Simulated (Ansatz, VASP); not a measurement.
## Cross-check of SrCl2 between VASP and Ansatz

Wanted: the spread between two codes on one cell, functional and k mesh.

Method: plane waves, with VASP 6.6.1 beside it; single point at PBE, in Ansatz 0.2.0.

**1. Starting point**

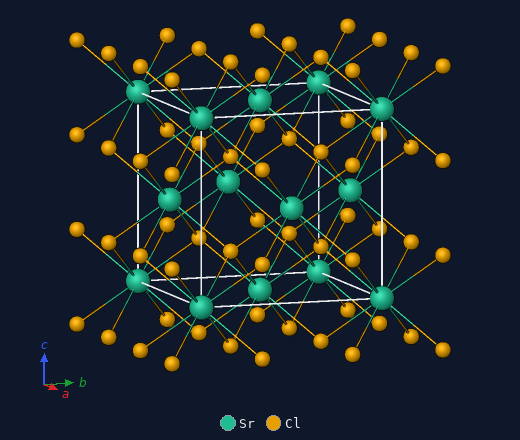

The cell as given, slightly off an axis (strontium teal, chlorine orange). This picture shows the conventional cell, with its axes. Some periodic images of atoms are drawn too.

**2. Ansatz: single point, PBE**

Ansatz runs on its default PAW (the set named soft_2) files.

A single point gives forces, pressure and levels at one fixed geometry, so differences don't come from the geometry; what else differs is listed under the comparison.

input.yaml

```yaml
crystal:
  lattice:
    - [0.0, 3.48835, 3.48835]
    - [3.48835, 0.0, 3.48835]
    - [3.48835, 3.48835, 0.0]
  atoms:
    - { symbol: Sr, position: [0.0, 0.0, 0.0] }
    - { symbol: Cl, position: [0.75, 0.75, 0.75] }
    - { symbol: Cl, position: [0.25, 0.25, 0.25] }
hamiltonian:
  xc: pbe
  pseudopotentials: { kind: paw }
kpoints:
  mp_grid: { grid: [7, 7, 7] }
scf:
  occupations: { method: fermi_dirac, width: 0.05 }
  n_extra_bands: 4
output:
  forces: true
  stress: true
  eigenvalues: true
```

Run with:

```console
$ ansatz run input.yaml --threads 2 --pin off --max-ram 4608MiB --backend cpu --events-out ev --progress --plain --runs-dir out
```

Numbers of over 12 decimals in the logs are rounded to 6 here.

The log of the run:

```text
scf.n_extra_bands = 4 over 12 filled bands (N_el = 24.0): the run solves 16 bands
Engine: ansatz 0.2.0, x86_64-unknown-linux-gnu
Pseudopotentials: kind: paw
Pseudopotential: Sr, paw, valence charge 10, recommended cutoff 420 eV (normal), Sr.paw.azcp
Pseudopotential: Cl, paw, valence charge 7, recommended cutoff 420 eV (normal), Cl.paw.azcp
Functional definition: PBE
  parameter kappa = 0.804
  parameter beta = 0.066725
  exchange = pbe_x(kappa = kappa, mu = beta*pi^2/3)
  correlation = pbe_c(beta = beta)
Crystal: 3 atoms, lattice volume = 84.897 Å³
Basis set: ecut = 420 eV, 1639 PW (Γ), exchange–correlation on 72×72×72 points (8 copies of the dense FFT grid, shifted against one another)
Bands: 16, of which v1, the nominal top of the filled ones, is band 12 counted from 1 (11 counted from 0)
Symmetry: 48 space group operations
Space group: Fm-3m (ITA 225), of the structure as read, at distance tolerance 4.4e-5 Å
k-points: 20 of 343
Non-local potential: Sr, projectors of the file, l = 0: 3, l = 1: 2, l = 2: 2
Non-local potential: Cl, projectors of the file, l = 0: 2, l = 1: 2, l = 2: 2
PAW form: soft (Blöchl's): semilocal exchange-correlation on the pseudo side does not see the compensation charge
PAW one-centre angular grid: Sr, 110 points (default); XC on 64 Gauss nodes
PAW one-centre angular grid: Cl, 110 points (default); XC on 64 Gauss nodes
Initial density: superposition of atomic densities (neutral atoms: chi_scale 0, normalization atom), corrected by the library's trained network
Initial wavefunctions: pseudopotential atomic-orbital guess
Functional: x = pbe(κ = 0.804, μ = 0.219515), c = pbe(β = 0.066725)
SCF iter   1: F=—  HF=-5710.723625 eV  |F-HF|=—  |Δ(HF+E_count)|=         —  Δρ=3.63e-4  dr2=6.66e-5  ethr=1.77e-3  ⟨swp⟩=9.6  Hψ=2326  notcnv=0
preconditioner: auto → none  [insulator: Δε(μ)=5.377 eV  Ē_g=14.081 eV  σ=0.050 eV  W_gap=1.00  n_scr=14 (ndim 8)  ℏωp=18.9 eV  f_vac=0.093  D(μ)=0.00/eV (n_scr^D=0)  ε∞_Penn≈2.8]
SCF iter   2: F=—  HF=-5710.724788 eV  |F-HF|=—  |Δ(HF+E_count)|=   1.16e-3  Δρ=1.95e-4  dr2=1.70e-5  ethr=2.78e-7  ⟨swp⟩=3.5  Hψ=976  notcnv=0
SCF iter   3: F=—  HF=-5710.724816 eV  |F-HF|=—  |Δ(HF+E_count)|=   2.80e-5  Δρ=1.04e-4  dr2=3.21e-6  ethr=7.10e-8  ⟨swp⟩=2.0  Hψ=437  notcnv=0
SCF iter   4: F=—  HF=-5710.724850 eV  |F-HF|=—  |Δ(HF+E_count)|=   3.45e-5  Δρ=1.95e-5  dr2=2.80e-7  ethr=1.34e-8  ⟨swp⟩=2.0  Hψ=560  notcnv=0
iter 5 did not close the SCF: its close was put off for the readings that it lacked (scf_convergence_deferred on its scf_iter line)
SCF iter   5: F=-5710.724850 eV  HF=-5710.724850 eV  |F-HF|=6.39e-9  |Δ(HF+E_count)|=   7.19e-8  Δρ=9.92e-6  dr2=6.75e-8  ethr=1.17e-9  ⟨swp⟩=2.8  Hψ=498  notcnv=0
SCF iter   6: F=-5710.724850 eV  HF=-5710.724850 eV  |F-HF|=5.49e-10  |Δ(HF+E_count)|=   1.45e-8  Δρ=3.72e-6  dr2=9.06e-9  ethr=2.81e-10  ⟨swp⟩=3.7  Hψ=1444  notcnv=0
SCF 1 converged in 6 iterations: F = -5710.724850 eV  dr2 = 9.06e-9
  greatest PAW one-centre occupation: 0.986 electrons in one spin orbital (limit 2), on the Sr atom at site 0 (counted from 0), in its partial waves of l = 0
SCF converged after 6 iterations
Free energy (F): -5710.724850 eV
Harris-Foulkes:  -5710.724850 eV  (|F-HF|=5.49e-10)
Internal energy: -5710.724850 eV  (E = F + TS)
E sigma→0 (E₀):  -5710.724850 eV
Fermi energy:    5.823241 eV
--- Per-component energies (eV) ---
  E_band       = -146.970261
  E_kinetic    = 568.634758
  E_local      = -1182.081494  (includes V_loc(G=0)·N_el)
  E_nonlocal   = 258.820036
  E_hartree    = 325.116621
  E_xc         = -389.085025
  E_vxc        = -408.033252  (∫ρ·V_xc dr)
  E_paw        = -4013.362290  (= ΣΔE_a)
  E_vpaw       = -34.545711  (= ΣTr[D̂ρ^β])
  E_aug_tail   = 0.000179  (compensation charges beyond the density's cutoff)
  E_ewald      = -1278.767635
  E_smearing   = -0.000000  (= −TS)
  E_closure    = 0.000000  (closes the sum)
  Σ components = -5710.724850   (vs F -5710.724850, Δ=0.00e0)
--- Forces (eV/Å), atoms counted from 1 ---
  atom   1  Sr    -0.00000000     0.00000000    -0.00000000
  atom   2  Cl    -0.00000000     0.00000000    -0.00000000
  atom   3  Cl     0.00000000    -0.00000000     0.00000000
  max |Σ_I F_I| component: 2.43e-30 eV/Å
--- Stress (GPa, compression-positive) ---
        0.988084       0.000000      -0.000000
        0.000000       0.988084      -0.000000
        0.000000       0.000000       0.988084
  P = ⅓ Tr σ = 0.9881 GPa (9.881 kbar)
--- Band table (eV; the first three rows and the last of 20) ---
  k-point 0: bands = [... 8 lower, 0.9811, 2.7647, 2.7647, 2.7647, 8.4421, 9.2018, 9.2018, 12.0709]
  k-point 1: bands = [... 8 lower, 1.1203, 2.5278, 2.6535, 2.6535, 8.8917, 9.3606, 9.3606, 11.2275]
  k-point 2: bands = [... 8 lower, 1.4239, 2.0688, 2.3873, 2.3873, 9.6593, 9.6593, 9.7388, 10.9198]
  k-point 19: bands = [... 8 lower, 1.7117, 2.0525, 2.7221, 2.9567, 9.2674, 10.1894, 10.3025, 10.4998]
```

Wall time 0.74 s (2 threads of Intel Xeon 6975P-C (Granite Rapids), shared host); peak memory 0.38 GiB; 1.2 s of CPU time.

The run ends at a pressure of 0.99 GPa.

**3. VASP: single point, PBE**

The same cell, functional, mesh and smearing now go to VASP, with its own data sets and cutoff.

Lines of VASP's logs that name or quote its potential files are left out, and so is its time.

INCAR

```
SYSTEM = SrCl2
PREC = Accurate
ENCUT = 400
EDIFF = 1E-06
NELM = 100
ISMEAR = -1
SIGMA = 0.05
LREAL = .FALSE.
ALGO = Normal
GGA = PE
LORBIT = 11
LWAVE = .FALSE.
LCHARG = .FALSE.
ISIF = 2
```

POSCAR

```
SrCl2
1.0
    0.0000000000      3.4883500000      3.4883500000
    3.4883500000      0.0000000000      3.4883500000
    3.4883500000      3.4883500000      0.0000000000
Sr Cl
1 2
Direct
    0.0000000000      0.0000000000      0.0000000000
    0.7500000000      0.7500000000      0.7500000000
    0.2500000000      0.2500000000      0.2500000000
```

KPOINTS

```
Automatic mesh
0
Gamma
7 7 7
0 0 0
```

Potentials, in the order of the species: Sr_sv and Cl (PBE family, release 64).

Run with:

```console
$ mpirun -np 1 vasp_std
```

The log of the run:

```text
[banner, memory and clock lines left out]
running    1 mpi-ranks, on    1 nodes
 distrk:  each k-point on    1 cores,    1 groups
 distr:  one band on    1 cores,    1 groups

 POSCAR found type information on POSCAR SrCl
 POSCAR found :  2 types and       3 ions
 LDA part: xc-table for (Slater+PW92), standard interpolation
 POSCAR, INCAR and KPOINTS ok, starting setup
 FFT: planning ... GRIDC
 FFT: planning ... GRID_SOFT
 FFT: planning ... GRID
 WAVECAR not read
 entering main loop
       N       E                     dE             d eps       ncg     rms          rms(c)
DAV:   1     0.131679962299E+03    0.13168E+03   -0.10099E+04   640   0.110E+03
DAV:   2    -0.539978576628E+01   -0.13708E+03   -0.13465E+03   856   0.226E+02
DAV:   3    -0.128424217931E+02   -0.74426E+01   -0.74377E+01   880   0.581E+01
DAV:   4    -0.130565755558E+02   -0.21415E+00   -0.21411E+00  1128   0.830E+00
DAV:   5    -0.130582306028E+02   -0.16550E-02   -0.16550E-02   944   0.658E-01    0.130E+01
DAV:   6    -0.127624170274E+02    0.29581E+00   -0.77839E-01   832   0.507E+00    0.845E+00
DAV:   7    -0.127724398146E+02   -0.10023E-01   -0.45603E-01   968   0.417E+00    0.205E+00
DAV:   8    -0.127769150964E+02   -0.44753E-02   -0.64064E-02   824   0.149E+00    0.331E-01
DAV:   9    -0.127783074080E+02   -0.13923E-02   -0.24545E-03   888   0.307E-01    0.122E-01
DAV:  10    -0.127796831127E+02   -0.13757E-02   -0.11858E-03   784   0.225E-01    0.319E-02
DAV:  11    -0.127797591814E+02   -0.76069E-04   -0.92895E-05   992   0.557E-02    0.373E-02
DAV:  12    -0.127797709253E+02   -0.11744E-04   -0.15817E-05   816   0.225E-02    0.107E-02
DAV:  13    -0.127797738510E+02   -0.29257E-05   -0.63740E-06   872   0.141E-02    0.364E-03
DAV:  14    -0.127797737481E+02    0.10281E-06   -0.28989E-07   664   0.384E-03
   1 F= -.12779774E+02 E0= -.12779774E+02  d E =-.825479E-11
```

From OUTCAR (step 3):

```text
ion  position               nearest neighbor table
   1  0.000  0.000  0.000-   2 3.02   2 3.02   2 3.02   2 3.02   3 3.02   3 3.02   3 3.02   3 3.02

  LATTYP: Found a face centered cubic cell.
 ALAT       =     6.9767000000

 Subroutine GETGRP returns: Found 48 space group operations
 (whereof 48 operations were pure point group operations)

The static configuration has the point symmetry O_h .

 Found     20 irreducible k-points:

   k-points           NKPTS =     20   k-points in BZ     NKDIM =     20   number of bands    NBANDS=     16

   dimension x,y,z NGX =    32 NGY =   32 NGZ =   32
   dimension x,y,z NGXF=    64 NGYF=   64 NGZF=   64

   ENCUT  =  400.0 eV  29.40 Ry    5.42 a.u.   8.04  8.04  8.04*2*pi/ulx,y,z

   NELECT =      24.0000    total number of electrons

 k-points in reciprocal lattice and weights: Automatic mesh
   0.00000000  0.00000000  0.00000000       0.003
   0.14285714  0.00000000  0.00000000       0.023
   0.28571429  0.00000000  0.00000000       0.023
   0.42857143  0.00000000  0.00000000       0.023
   0.14285714  0.14285714  0.00000000       0.017
   0.28571429  0.14285714  0.00000000       0.070
   0.42857143  0.14285714  0.00000000       0.070
  -0.42857143  0.14285714  0.00000000       0.070
  -0.28571429  0.14285714  0.00000000       0.070
[...]
-0.42857143  0.42857143  0.14285714       0.070
  -0.28571429  0.42857143  0.14285714       0.070

 average (electrostatic) potential at core
       1 -38.7493       2 -93.1262       3 -93.1262

 E-fermi :   1.2932

 k-point     1 :       0.0000    0.0000    0.0000
  band No.  band energies     occupation
    ...
      8      -1.9722      2.00000
      9      -1.9722      2.00000
     10      -0.1833      2.00000
     11      -0.1833      2.00000
     12      -0.1833      2.00000
     13       5.4886      0.00000
     14       6.2495      0.00000
     15       6.2495      0.00000
     16       9.1879      0.00000

 k-point     2 :       0.1429    0.0000    0.0000
  band No.  band energies     occupation
    ...
      8      -1.8971      2.00000
      9      -1.8324      2.00000
     10      -0.4210      2.00000
     11      -0.2952      2.00000
     12      -0.2952      2.00000
     13       5.9384      0.00000
     14       6.4077      0.00000
     15       6.4077      0.00000
     16       8.3048      0.00000

 k-point     3 :       0.2857    0.0000    0.0000
  band No.  band energies     occupation
    ...
      8      -1.6972      2.00000
      9      -1.5272      2.00000
     10      -0.8815      2.00000
     11      -0.5624      2.00000
     12      -0.5624      2.00000
     13       6.7033      0.00000
     14       6.7033      0.00000
     15       6.7879      0.00000
     16       7.9844      0.00000

  Total        0.5587059      0.5587059      0.5587059      0.0000000     -0.0000000      0.0000000
  in kB       10.5439579     10.5439579     10.5439579      0.0000000     -0.0000000      0.0000000
  external PRESSURE =      10.5439579 kB  Pullay stress =       0.0000000 kB

  energy-cutoff  :      400.00
  volume of cell :       84.90
      direct lattice vectors                 reciprocal lattice vectors
     0.000000000  3.488350000  3.488350000    -0.143334241  0.143334241  0.143334241
     3.488350000  0.000000000  3.488350000     0.143334241 -0.143334241  0.143334241
     3.488350000  3.488350000  0.000000000     0.143334241  0.143334241 -0.143334241

 POSITION                                       TOTAL-FORCE (eV/Angst)
 -----------------------------------------------------------------------------------
      0.00000      0.00000      0.00000         0.000000      0.000000     -0.000000
      5.23252      5.23252      5.23252        -0.000000     -0.000000      0.000000
      1.74418      1.74418      1.74418         0.000000      0.000000     -0.000000
 -----------------------------------------------------------------------------------
    total drift:                                0.000000     -0.000000      0.000000

  FREE ENERGIE OF THE ION-ELECTRON SYSTEM (eV)
  ---------------------------------------------------
  free  energy   TOTEN  =       -12.7797737481 eV

  energy  without entropy=      -12.7797737481  energy(sigma->0) =      -12.77977375

 total charge
# of ion       s       p       d       tot
------------------------------------------
    1        1.997   5.768   0.153   7.917
    2        1.592   3.583   0.000   5.175
    3        1.592   3.583   0.000   5.175
--------------------------------------------------
tot          5.181  12.933   0.153  18.267

[... 3 further parts left out ...]
```

The run ends at a pressure of 1.05 GPa.

**4. Comparison**

Known differences besides the PAW data sets themselves: the cutoff is 420 eV in Ansatz and 400 eV in VASP; VASP leaves aspherical gradient terms in its spheres out (LASPH is not set), Ansatz keeps them. Total energies have different zeros and are not compared.

The two programs side by side:

```csv
quantity,Ansatz,VASP,difference
pressure (GPa),0.99,1.05,-0.07
gap on the k mesh (eV),5.378,5.370,+0.008
```

**5. Results**

```yaml
difference_in_gap_on_the_k_mesh_single_point_pbe: 0.0082 eV
```

The difference in gap on the k mesh is 0.0082 eV (single point, PBE), within the 0.08 eV picked in this series as the mark of a large difference. Differences of this kind measure data sets and numerical settings, not the functional's error against experiment.

[Lines on the potential files, build, host, timing and source positions are cut from VASP's logs without a mark.]

[Logs are printed without paths, hosts, clocks, repeated set-up lines and the standing remarks that a program may print on its own settings, such as how far it seeks lower states.]

[Hosts, paths, dates, database ids (printed as entryN), source tags and the programs' standing remarks are cut or masked in the printed files.]
